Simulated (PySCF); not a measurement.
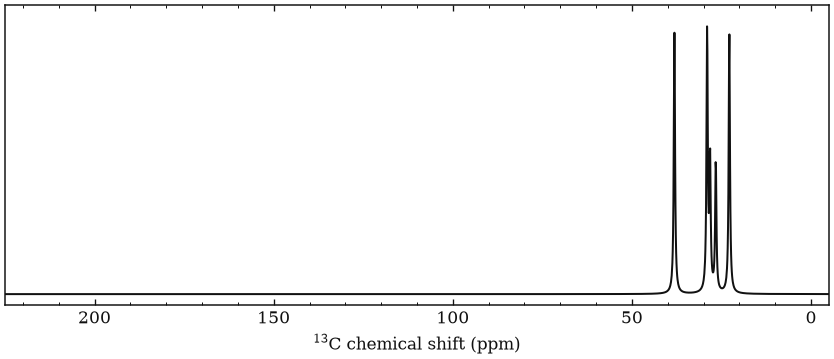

GIAO shifts, PBE0/6-31G(d) with PySCF 2.14.0, at a PBE0-D3(BJ)/def2-SVP geometry (no frequency check), against TMS for ¹³C computed at the same level. Gas phase, fully decoupled, line heights follow the number of nuclei, widths are arbitrary (no quadrupolar broadening); values of one conformer, averaged over nuclei that symmetry, rotation about single bonds or ring flips exchange, these motions taken as fast; other conformers aren't averaged in.

**Which molecule was computed?**
A. C₈H₁₆ (1,1-dimethylcyclohexane), SMILES CC1(C)CCCCC1
B. C₆H₁₀O (cyclohexanone), SMILES O=C1CCCCC1
C. C₆H₁₂S, SMILES SC1CCCCC1

Option A. Its ¹³C signals: 38.1 (2 C), 29.0 (2 C), 28.2 (1 C), 26.6 (1 C), 22.8 (2 C) ppm.
